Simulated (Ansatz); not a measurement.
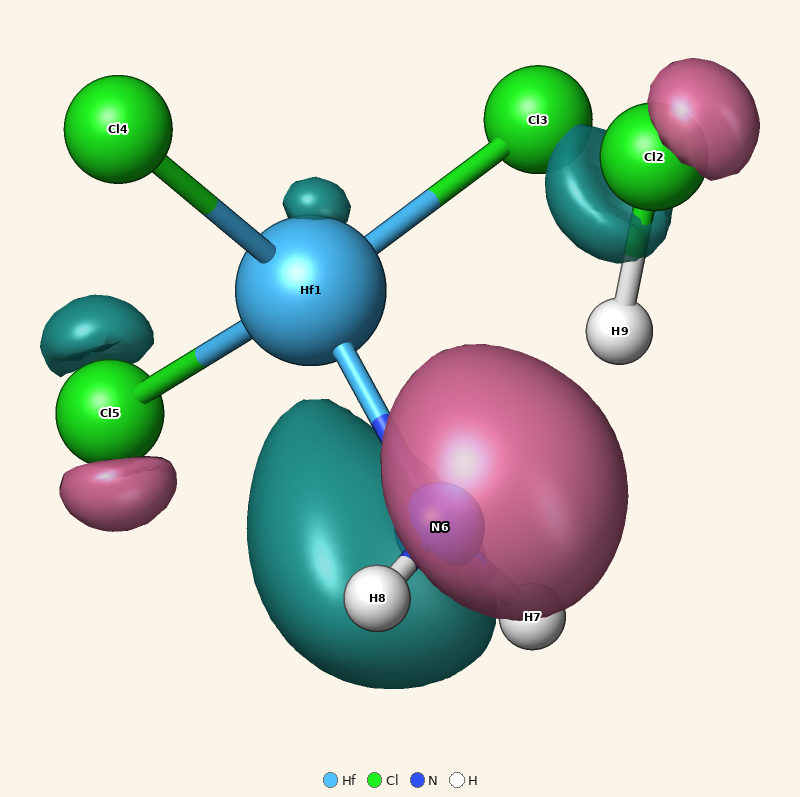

Cl3H2HfN···HCl. The HOMO at ±0.15 Å⁻³ᐟ² (teal and pink are the two phases), seen at an oblique angle.

Core potentials replace the inner electrons of Hf; not at a stationary point (largest force 1.8 eV/Å).

Level of theory: RKS PBE-D4/def2-SVP in Ansatz 0.2.0.

Input

```
crystal:
  periodic: [false, false, false]
  atoms:
    - { symbol: Hf, position_ang: [0.0, 0.0, 0.0] }
    - { symbol: Cl, position_ang: [0.0, 0.0, 2.87] }
    - { symbol: Cl, position_ang: [2.3764, 0.0, -0.8392] }
    - { symbol: Cl, position_ang: [-1.1869, 2.0563, -0.8392] }
    - { symbol: Cl, position_ang: [-1.1869, -2.0563, -0.8392] }
    - { symbol: "N", position_ang: [-2.382, 0.0, 0.7915] }
    - { symbol: H, position_ang: [-3.102, -0.6071, 0.3052] }
    - { symbol: H, position_ang: [-2.6678, 0.6071, 1.612] }
    - { symbol: H, position_ang: [-1.622, 0.0, 2.0511] }
basis:
  gaussian: { orbitals: def2-SVP }
hamiltonian:
  xc: pbe
  dispersion: d4
relax:
  f_tol: 0.15
  max_steps: 25
  restrain:
    - { distance: [0, 5], at: 2.21, k: 30.0 }
    - { distance: [8, 1], at: 1.37, k: 30.0 }
    - { distance: [0, 1], at: 3.72, k: 30.0 }
    - { distance: [8, 5], at: 2.26, k: 30.0 }
output:
  orbitals: {}
```

Command:

```sh
ansatz run input.yaml --threads 4 --pin off --max-ram 5120MiB --backend cpu --events-out ev --progress --plain --runs-dir out
```

The fields are those of the run's last geometry, not of the input's.

### What is the character of this orbital?

By Hirshfeld shares it lies mainly on N6 (about 65 %), Hf1 (about 10 %) and Cl2 (about 5 %). Its energy is −6.82 eV.
